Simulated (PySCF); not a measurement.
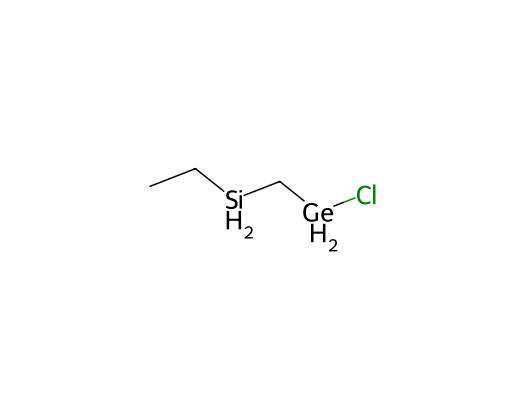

Source: calculation with PySCF.

2D structure.

### Write the SMILES.

CC[SiH2][CH2][GeH2][Cl]

### Give the formula, hydrogens included.

C3H11ClGeSi.

### An optimisation with GFN2-xTB gave a structure of which point group?

C1. Other conformers may differ.
